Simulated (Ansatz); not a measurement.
Input

```
crystal:
  periodic: [false, false, false]
  atoms:
    - {symbol: Sn, position_ang: [-0.376561, 1.716295, 0.928341]}
    - {symbol: O, position_ang: [0.726352, -0.450481, -0.974390]}
    - {symbol: C, position_ang: [0.041813, -1.671275, -0.786278]}
    - {symbol: H, position_ang: [-1.603651, 1.311695, -0.178528]}
    - {symbol: H, position_ang: [0.989802, 2.370534, 0.152700]}
    - {symbol: H, position_ang: [-0.997621, 2.911360, 1.991032]}
    - {symbol: H, position_ang: [1.657362, -0.586080, -0.784112]}
    - {symbol: H, position_ang: [0.052209, 0.365413, 1.877834]}
    - {symbol: H, position_ang: [0.111495, -2.028843, 0.247704]}
    - {symbol: H, position_ang: [-1.007973, -1.484700, -1.013543]}
    - {symbol: H, position_ang: [0.406773, -2.453817, -1.460759]}
basis:
  gaussian: {orbitals: def2-TZVPP}
hamiltonian: {xc: pbe0, dispersion: d4}
output: {orbitals: {seedname: orbitals}}
```

Launched as:

```sh
ansatz run in.yaml --threads 4 --pin off --events-out ev --progress --plain --max-ram 9574MiB
```

The product side of a reaction path; geometry: PBE0-D4/def2-TZVP; core potentials replace the inner electrons of Sn.

Computed with Ansatz 0.2.0, RKS PBE0-D4/def2-TZVPP.

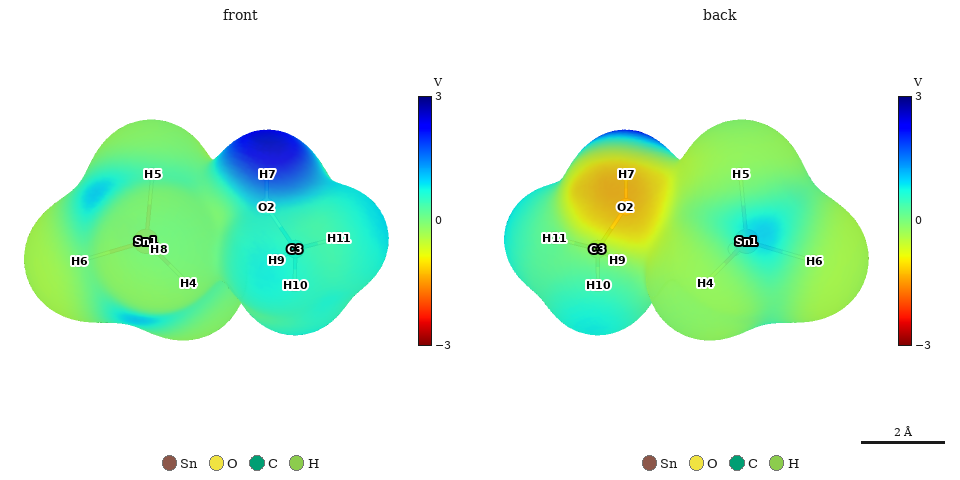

H$_{4}$Sn···CH$_{4}$O. The electrostatic potential painted on the density surface at 0.002 e/bohr³, seen from the front and from behind; red is negative and blue positive.

Q: Where is the surface potential most negative and most positive?

A: The most negative region (about −1.3 V) lies over O2, the most positive (about +2.5 V) over H7. O2 is the likeliest acceptor of a hydrogen bond.
